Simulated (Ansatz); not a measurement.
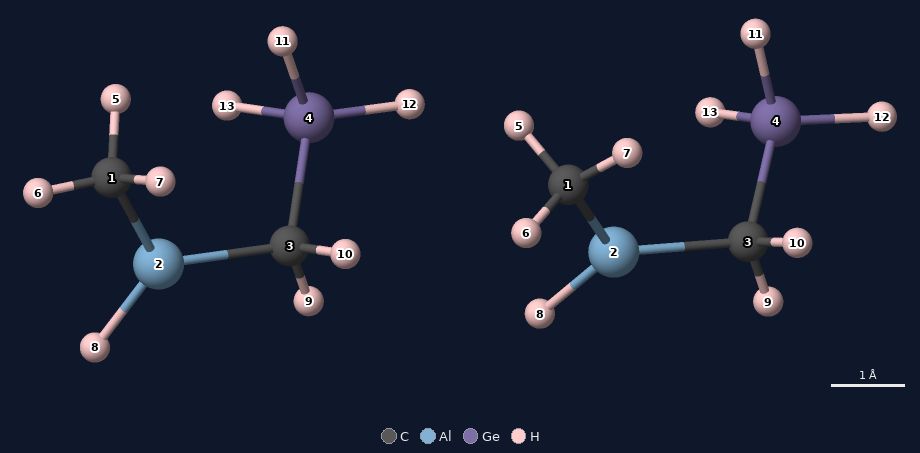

Two geometries of C₂H₉AlGe, drawn at one scale. One is the start of a relaxation, the other its converged end. A ball-and-stick model, seen from a free direction.

The calculation used RKS PBE0-D4/def2-SVP in Ansatz 0.2.0. (no spin polarisation; force threshold 0.015 eV/Å; at most 40 steps)

Question: Which geometry has the lower energy?

Answer: The right one is the relaxed one. The run prepares an end point of a later path (torsion) calculation, from a guessed geometry. H5 moves most after the best rigid fit: 0.90 Å. Largest moves by element: H 0.90 Å, C 0.21 Å, Al 0.18 Å, Ge 0.14 Å. Among the contacts that change: Ge4–H13 1.609 → 1.544 Å, C3–H10 1.157 → 1.104 Å, C1–H7 1.152 → 1.102 Å, Ge4–H12 1.494 → 1.543 Å. Among the angles between lasting bonds that change: H12–Ge4–H13 114.0° → 108.3°, C3–Ge4–H11 106.0° → 110.1°, C3–Ge4–H13 106.6° → 110.5°. Groups turn about C1–Al2 by about 50°, Al2–C3 by about 20°. Over 27 accepted moves (30 points after the start) the energy falls by 22.0 kJ/mol. The largest force component goes from 1.9 to 0.014 eV/Å. The line search rejected the trial steps at points 6, 14, 15 of the run. The forces were under the threshold at step 12, but the run went on from there. Cost: 3.5 min on 2 threads of Arm Neoverse N1, with other jobs on the host, peak memory 0.31 GiB.
